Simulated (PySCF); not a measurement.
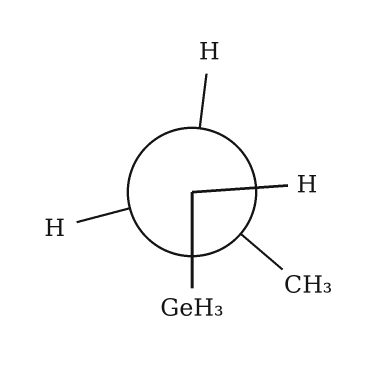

A Newman projection along the As–C bond, arsenic in front; angles are drawn as computed, but eclipsed bonds slightly apart. The computed structure is the end point of a PBE0-D3(BJ)/def2-SVP optimisation. No frequency run is at hand to confirm it as a minimum.

Which molecule is it?

Answer. C2H9AsGe, CC[AsH][GeH3]

What is the torsion angle from the front GeH3 to the back CH3? The sign is positive where the front bond must turn clockwise to cover the back bond.

Answer. −49°, synclinal (gauche).
